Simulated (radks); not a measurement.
Computed with the in-house radial solver radks: Dirac Kohn-Sham, PBE, spin-unpolarised, spherical densities, finite nucleus. The occupation of the 5d shell is varied from La⁺ ([Xe] 6s2) to La ([Xe] 5d1 6s2 (5d3/2: 1)), with spherical fractional occupations. Wanted, and plotted below: the total energy less the straight line between the end points, and the eigenvalue of 5d3/2 (the dashed line is minus the energy to take the whole electron out).

The curve is convex (below the straight line), with the largest deviation among the points computed, −0.86 eV, at 0.5. The end points differ by 6.49 eV, the energy to take the electron out. The eigenvalue, which is the slope of the energy (Janak's theorem), moves from −10.1 eV at 0 to −3.17 eV at 1; for a straight line it would stay constant, and a parabola would sag by an eighth of this change, scaled to a whole electron, 0.86 eV. Convexity is the mark of the delocalisation error, which puts fractional charges too low; for p, d and f shells the spherical spreading of the fraction adds to it.

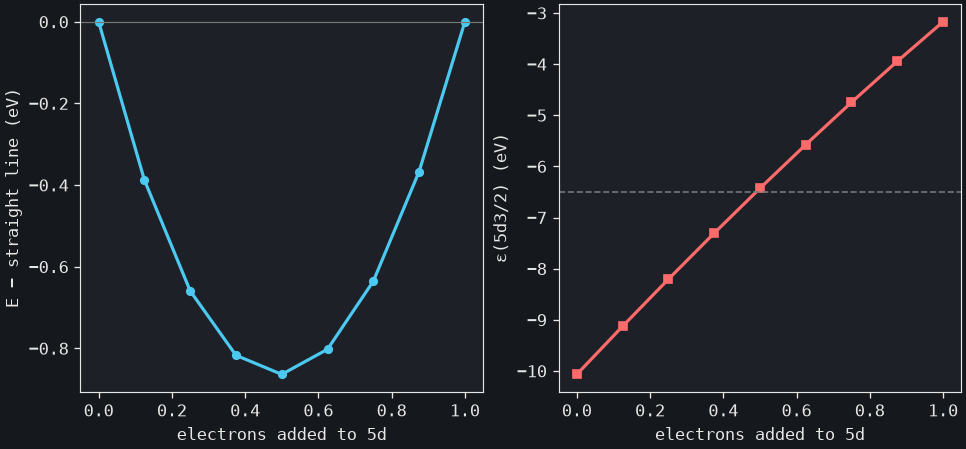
